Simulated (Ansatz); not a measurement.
# Geometry relaxation of HfH₂ClF₃ (part 2 of 2)

The same run, continued: HfH₂ClF₃; RKS PBE/def2-SVP (Ansatz 0.2.0). It belongs to a series of runs on one base structure; here: end point B relaxed.

Geometry of the input (Å):
```
Hf 0.1074  0.4545  -0.4634
F  0.9318  -0.2123  2.5232
Cl 2.3123  -0.1966  -0.9627
F  -0.6189  1.4879  -1.8844
F  -1.1195  -0.9413  -0.0458
H  0.1434  1.6532  0.9511
H  0.7018  0.6910  2.4399
```

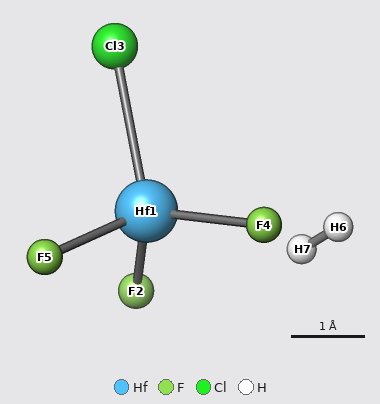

Fig. 1: The geometry at step 14 of the log (ball-and-stick view, seen at a tilt; atoms are numbered from 1 in the order of the input).

Trajectory as extended XYZ, continued:
```
7
Properties=species:S:1:pos:R:3:forces:R:3 step=6 energy=-21996.90937
Hf    0.2334    0.2969   -0.1239   -0.0783   0.0521  -0.1245
F     0.7846   -0.1205    2.0243    0.1350  -0.7572  -0.1952
Cl    2.3585   -0.3107   -0.9606   -0.1342   0.0469   0.0253
F    -0.5120    1.4797   -1.4322    0.1225  -0.1861   0.1644
F    -1.0867   -1.0812   -0.0363    0.0939   0.0898  -0.0167
H     0.1531    1.7895    1.1932    0.1087  -0.3569  -0.0132
H     0.5275    0.8827    1.8933   -0.2476   1.1114   0.1599
7
Properties=species:S:1:pos:R:3:forces:R:3 step=7 energy=-21996.97699
Hf    0.2499    0.2679   -0.0821    0.3072  -0.3444  -0.0865
F     0.7809   -0.0963    1.9945    0.1197  -0.8146   0.1770
Cl    2.3332   -0.3466   -1.0042   -0.0684   0.0483   0.0171
F    -0.4907    1.4796   -1.3371   -0.1320   0.2292  -0.2403
F    -1.0585   -1.1150   -0.0951   -0.0685  -0.0427   0.0384
H     0.1762    1.7930    1.1927   -0.0164  -0.1911   0.3413
H     0.4675    0.9538    1.8892   -0.1415   1.1153  -0.2470
7
Properties=species:S:1:pos:R:3:forces:R:3 step=8 energy=-21997.24916
Hf    0.2968    0.1895   -0.0207   -0.0307  -0.7785  -0.2644
F     0.7105   -0.0848    1.9814    0.4546  -1.8813   0.3687
Cl    2.3186   -0.3954   -1.0910   -0.1158   0.0488   0.0954
F    -0.4627    1.4932   -1.1851   -0.0733   0.2011  -0.0412
F    -1.0294   -1.1813   -0.1812    0.2175   0.1729   0.0282
H     0.1859    1.7872    1.2570   -0.0915   0.7554   0.0045
H     0.4387    1.1280    1.7976   -0.3608   1.4816  -0.1912
7
Properties=species:S:1:pos:R:3:forces:R:3 step=9 energy=-21997.73402
Hf    0.3246    0.0779    0.0326   -0.1261  -0.4909  -1.1095
F     0.7041   -0.1663    1.9316    0.3989  -1.5015   0.7871
Cl    2.3102   -0.4242   -1.1414   -0.0799  -0.0343   0.1201
F    -0.4226    1.4923   -1.0268   -0.0550   0.1688   0.1296
F    -1.0174   -1.2508   -0.2437    0.1502  -0.0076   0.0094
H     0.2022    1.9174    1.2803   -0.2312   0.8779  -0.3443
H     0.3573    1.2901    1.7253   -0.0569   0.9875   0.4076
7
Properties=species:S:1:pos:R:3:forces:R:3 step=10 energy=-21998.09057
Hf    0.3241   -0.0198    0.0162    0.1425   0.1214  -0.3789
F     0.7173   -0.3261    1.8870    0.0553  -0.3482   0.1873
Cl    2.3258   -0.4520   -1.1449   -0.0170  -0.0918  -0.0052
F    -0.4165    1.5046   -0.9063   -0.0010  -0.0196   0.1773
F    -1.0160   -1.3221   -0.2863   -0.1574  -0.3367  -0.1637
H     0.2063    2.0723    1.2876   -0.2947   1.3946  -0.9615
H     0.3174    1.4795    1.7045    0.2724  -0.7197   1.1448
7
Properties=species:S:1:pos:R:3:forces:R:3 step=11 energy=-21998.23488
Hf    0.2947   -0.0741    0.0074   -0.2124   0.0780  -0.6668
F     0.6388   -0.3381    1.8810   -0.0076  -0.2563   0.2860
Cl    2.3002   -0.4869   -1.1451    0.0336  -0.0203   0.0160
F    -0.4807    1.4854   -0.8370    0.0684  -0.2406   0.2418
F    -0.9473   -1.4575   -0.4165    0.0653   0.0031  -0.0033
H     0.2819    2.2076    1.3186   -0.1102   0.6898  -0.4994
H     0.3707    1.6001    1.7495    0.1629  -0.2537   0.6257
7
Properties=species:S:1:pos:R:3:forces:R:3 step=12 energy=-21998.36038
Hf    0.2499   -0.1256   -0.0224   -0.1589  -0.2423  -0.1523
F     0.4650   -0.4060    1.8709   -0.0620  -0.0152  -0.0032
Cl    2.3190   -0.4374   -1.0988    0.0258   0.0332   0.0128
F    -0.6118    1.4340   -0.7468   -0.0091  -0.0802   0.0936
F    -0.8873   -1.5736   -0.5298    0.1020   0.1133  -0.0146
H     0.4096    2.3122    1.2955    0.0194   0.0745  -0.0629
H     0.5140    1.7329    1.7894    0.0827   0.1168   0.1266
7
Properties=species:S:1:pos:R:3:forces:R:3 step=13 energy=-21998.41461
Hf    0.2156   -0.2067   -0.0423   -0.4647  -0.0859  -0.9184
F     0.3025   -0.4445    1.8398    0.0420  -0.0326   0.5101
Cl    2.3337   -0.3887   -1.0808   -0.0791   0.0473   0.1150
F    -0.7155    1.3660   -0.6665    0.1700  -0.3325   0.1620
F    -0.8418   -1.6960   -0.6371    0.2518   0.3381   0.1010
H     0.5361    2.4212    1.3091   -0.0285   0.2987  -0.3050
H     0.6278    1.8851    1.8357    0.1086  -0.2331   0.3353
7
Properties=species:S:1:pos:R:3:forces:R:3 step=14 energy=-21998.42318
Hf    0.2069   -0.2106   -0.0444   -0.4072  -0.0884  -0.8274
F     0.2765   -0.4554    1.8394    0.0371  -0.0232   0.4424
Cl    2.3387   -0.3671   -1.0638   -0.1062   0.0452   0.1205
F    -0.7318    1.3614   -0.6548    0.1589  -0.3146   0.1425
F    -0.8355   -1.7028   -0.6559    0.2397   0.3260   0.0947
H     0.5533    2.4206    1.3013   -0.0206   0.2358  -0.2501
H     0.6502    1.8903    1.8361    0.0983  -0.1809   0.2773
7
Properties=species:S:1:pos:R:3:forces:R:3 step=15 energy=-21998.45419
Hf    0.1486   -0.2366   -0.1014   -0.3609  -0.2439  -0.2084
F     0.1417   -0.4234    1.8013   -0.0004  -0.0322   0.1010
Cl    2.3317   -0.2625   -0.9814    0.0875   0.0267  -0.0096
F    -0.8502    1.2743   -0.7290    0.0751  -0.0261   0.0854
F    -0.7867   -1.7730   -0.7627    0.1736   0.2158   0.0766
H     0.6558    2.4406    1.3969    0.0202   0.0827  -0.0571
H     0.8175    1.9170    1.9341    0.0049  -0.0230   0.0121
7
Properties=species:S:1:pos:R:3:forces:R:3 step=16 energy=-21998.46513
Hf    0.0926   -0.2860   -0.0852   -0.0703  -0.3065  -0.0343
F     0.0027   -0.5575    1.8173    0.0228   0.0376  -0.2673
Cl    2.3264   -0.1382   -0.8625   -0.1596  -0.0231   0.0779
F    -0.8936    1.2655   -0.6145   -0.0003  -0.0627   0.0177
F    -0.7419   -1.8071   -0.9179    0.1977   0.3676   0.2013
H     0.7571    2.5061    1.3493    0.0549  -0.2010   0.1460
H     0.9152    1.9536    1.8714   -0.0452   0.1882  -0.1414
7
Properties=species:S:1:pos:R:3:forces:R:3 step=17 energy=-21998.47155
Hf    0.0898   -0.2785   -0.0978   -0.0152  -0.1502   0.0459
F     0.0495   -0.5533    1.7982   -0.0353   0.0240  -0.0757
Cl    2.3249   -0.1831   -0.8477   -0.0184   0.0269  -0.0196
F    -0.9223    1.2590   -0.6216    0.0083   0.0036   0.0017
F    -0.7440   -1.8006   -0.8999    0.0530   0.1074   0.0521
H     0.7570    2.5148    1.3466    0.0155  -0.0605   0.0263
H     0.9036    1.9782    1.8802   -0.0080   0.0487  -0.0307
7
Properties=species:S:1:pos:R:3:forces:R:3 step=18 energy=-21998.47420
Hf    0.0921   -0.2802   -0.0867   -0.0251   0.0637  -0.0374
F     0.0125   -0.5368    1.8070   -0.0003  -0.0125   0.0371
Cl    2.3194   -0.1420   -0.8547    0.0022  -0.0049   0.0039
F    -0.9224    1.2506   -0.6272    0.0137  -0.0303   0.0148
F    -0.7334   -1.8023   -0.8855    0.0046  -0.0120  -0.0095
H     0.7723    2.4788    1.3242    0.0073  -0.0120  -0.0071
H     0.9180    1.9683    1.8809   -0.0024   0.0079  -0.0018
7
Properties=species:S:1:pos:R:3:forces:R:3 step=19 energy=-21998.47515
Hf    0.0877   -0.2696   -0.0770    0.0188   0.0448  -0.0152
F    -0.0057   -0.5397    1.8149    0.0025  -0.0167   0.0180
Cl    2.3204   -0.1202   -0.8342   -0.0263  -0.0017   0.0126
F    -0.9384    1.2560   -0.6083    0.0054  -0.0192  -0.0028
F    -0.7163   -1.7943   -0.8926   -0.0040  -0.0051  -0.0058
H     0.7845    2.4497    1.2916    0.0096  -0.0204   0.0106
H     0.9263    1.9545    1.8636   -0.0059   0.0182  -0.0174
7
Properties=species:S:1:pos:R:3:forces:R:3 step=20 energy=-21998.47591
Hf    0.0809   -0.2512   -0.0555    0.0422   0.0163   0.0126
F    -0.0308   -0.5552    1.8315    0.0030  -0.0076  -0.0042
Cl    2.3195   -0.0761   -0.7926   -0.0337  -0.0054   0.0071
F    -0.9638    1.2643   -0.5790   -0.0046  -0.0071  -0.0142
F    -0.6933   -1.7759   -0.8993   -0.0054   0.0050  -0.0025
H     0.8085    2.3990    1.2266    0.0118  -0.0408   0.0514
H     0.9373    1.9315    1.8262   -0.0133   0.0396  -0.0502
7
Properties=species:S:1:pos:R:3:forces:R:3 step=21 energy=-21998.47615
Hf    0.0840   -0.2464   -0.0506    0.0121  -0.0046  -0.0112
F    -0.0273   -0.5556    1.8354    0.0037  -0.0035   0.0103
Cl    2.3181   -0.0824   -0.7982   -0.0052   0.0042   0.0055
F    -0.9628    1.2653   -0.5813   -0.0035   0.0014  -0.0077
F    -0.6907   -1.7697   -0.8959   -0.0063   0.0058   0.0036
H     0.8068    2.3951    1.2234    0.0068  -0.0235   0.0280
H     0.9302    1.9302    1.8251   -0.0075   0.0201  -0.0284
```

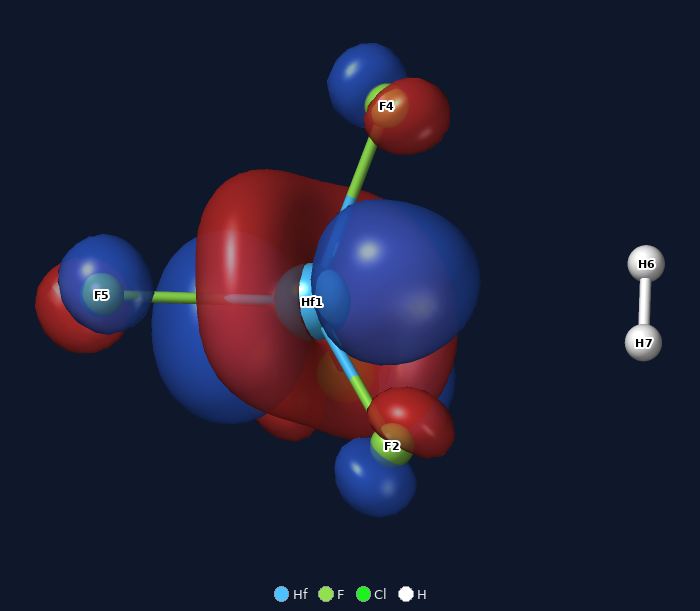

Fig. 2: The LUMO at ±0.15 Å⁻³ᐟ² (red and blue are the two phases), seen from the side. By Hirshfeld shares it lies mainly on Hf1 (70 %) and Cl3 (10 %). Its energy is −2.11 eV.

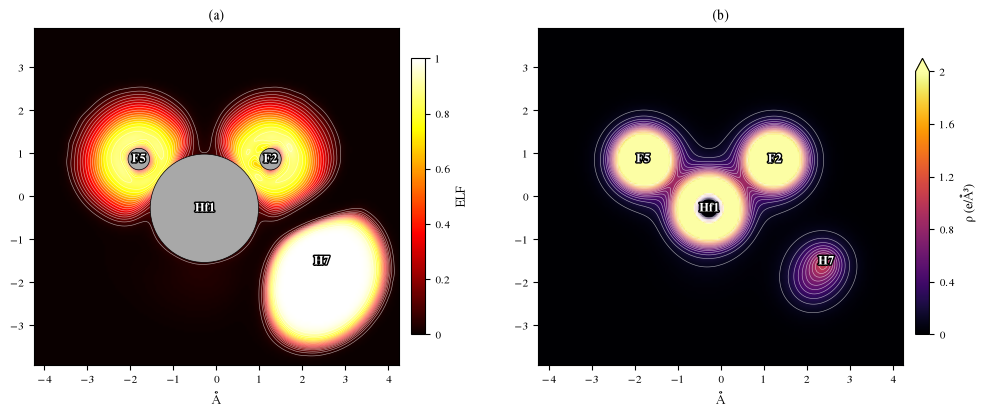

Fig. 3: (a) ELF; (b) electron density on the plane of atoms F2, Hf1 and F5. Grey discs, where drawn, cover atomic cores. The section cuts through Hf, F and H sites. Hf–F (1.91 Å): ρ is about 0.9 e/Å³ halfway; the ELF peaks at about 0.85 in the valence shell of F, 0.5 Å from its nucleus, and drops to about 0.20 between the two atoms.
